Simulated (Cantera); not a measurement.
Input: 1 mol B₂O₃, a varied amount of H₂O, 0.85 mol H₂, held at 1573.15 K and 133 Pa.

These are equilibrium values from Cantera (NASA tables, ideal gas, pure condensed phases), not measurements of a reactor. Candidate condensed phases: B, B₂O₃, B₃O₃H₃, H₂O; 23 gas species. Gases not in the tables: H₃BO₃. The numbers say what is thermodynamically allowed, not how fast it happens.

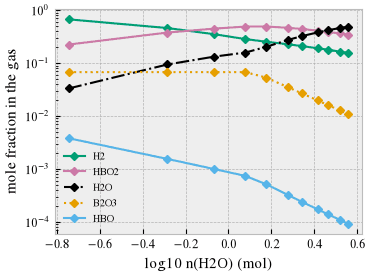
Figure: Equilibrium gas composition (values under 1e-9 drawn at 1e-9)

**Question.** Read off the mole fractions at 0.18 mol H₂O.

**Answer.** H₂ about 0.67, HBO₂ about 0.22, B₂O₃ about 0.068, H₂O about 0.033, HBO about 0.0038.
